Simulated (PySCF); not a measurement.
```xyz
2

Al    0.0000    0.0000   -2.4546
Sn    0.0000    0.0000    0.5524
```

Level of theory: PBE0/x2c-SVPall, spin-free X2C-1e, Gaussian nucleus, at a bond length of 3.007 Å (PySCF 2.14.0).

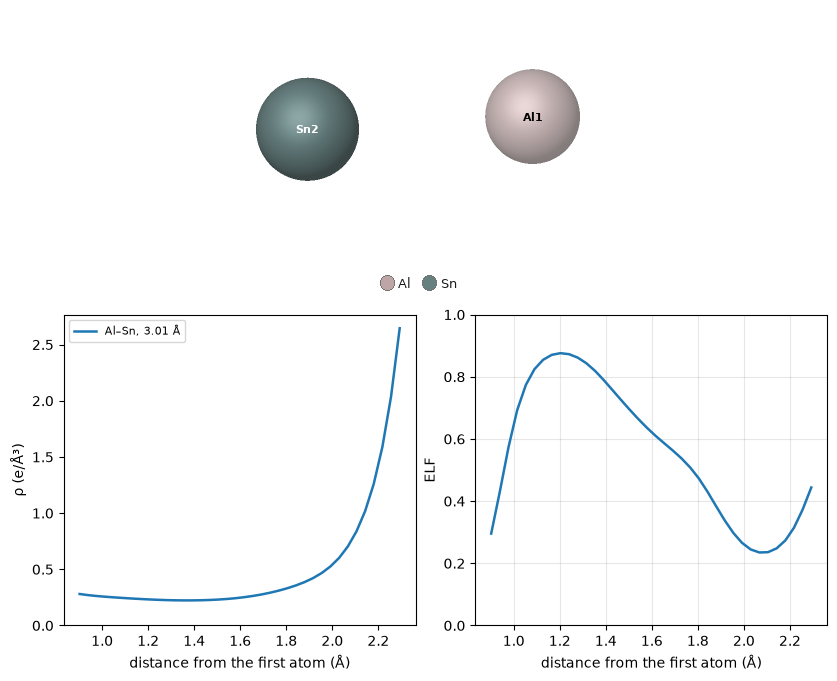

AlSn (charge +1, triplet). Electron density and ELF along straight lines between neighbouring atoms. The curves leave out the atomic cores. The structure is drawn too.

Question: What can be read from the curves?

Answer: Al–Sn (3.01 Å): the density is about 0.23 e/Å³ at the midpoint; the ELF peaks at about 0.90 between the atoms.
